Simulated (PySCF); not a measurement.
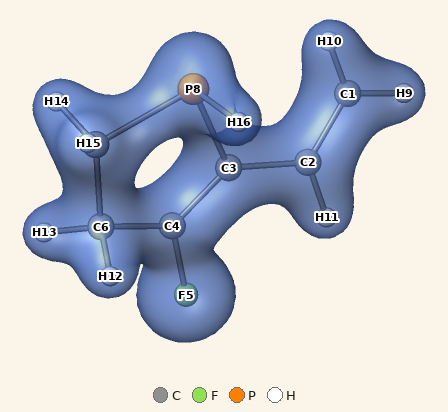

The picture shows: C6H8FP. Isosurface of the electron density at 0.6 e/Å³ (blue), seen at a tilt.

Geometry: GFN2-xTB, MD frame at 250 fs, 400 K.

Level of theory: PySCF 2.14.0, PBE0/pcSseg-1, SCF density, gas phase, non-relativistic.

The calculation's input:

```
{"job": {"kind": "nmr", "xc": "PBE0", "basis": "pcSseg-1", "pop": false}, "charge": 0, "multiplicity": 1}
C      0.923000    -0.432200     2.674400
C      1.116400    -0.266500     1.382200
C      0.073500    -0.024800     0.465100
C      0.056300     0.436500    -0.789400
F      1.218200     0.846700    -1.377000
C     -1.093900     0.345600    -1.664600
C     -2.304900    -0.151300    -0.835400
P     -1.643800    -0.653100     0.855400
H      1.765800    -0.481200     3.323600
H     -0.040700    -0.650500     3.052600
H      2.081400    -0.091600     0.953800
H     -0.806400    -0.355900    -2.414700
H     -1.358900     1.375600    -2.072200
H     -2.926300     0.665100    -0.480900
H     -2.889700    -0.966800    -1.171100
H     -1.338100    -2.026100     0.519600
```

Run with:

```sh
OMP_NUM_THREADS=1 python probes_run.py task.json out
```

> What does this surface tell about the bonding?

At this value the surface is in one piece. It bridges the sampled C–C (1.32 Å), C–F (1.37 Å), C–P (1.87 Å) and C–H (1.06 Å) contacts, where the density stays above the isovalue. On the grid the lowest density along these lines, outside the cores, is 2.4 e/Å³ (C–C, 1.32 Å), 1.7 e/Å³ (C–F, 1.37 Å), 0.98 e/Å³ (C–P, 1.87 Å) and 2 e/Å³ (C–H, 1.06 Å).
